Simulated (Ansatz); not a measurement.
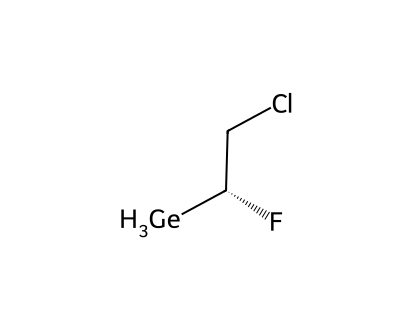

The drawing above gives the connectivity. The geometry was computed by an optimisation with PBE-D4/def2-SVP. No frequency run is at hand to confirm it as a minimum.

Describe the 3D structure.

Formula C2H6ClFGe. SMILES: `F[C@H]([GeH3])CCl`. Among its groups: C–F bond, C–Cl bond. This geometry has C1 symmetry. Coordination: 2 C tetrahedral; 1 Ge tetrahedral.

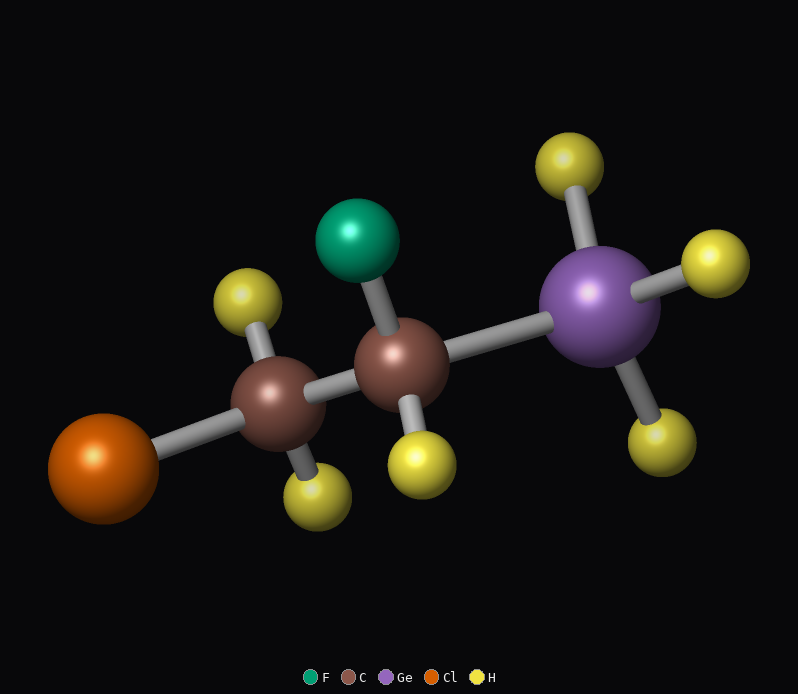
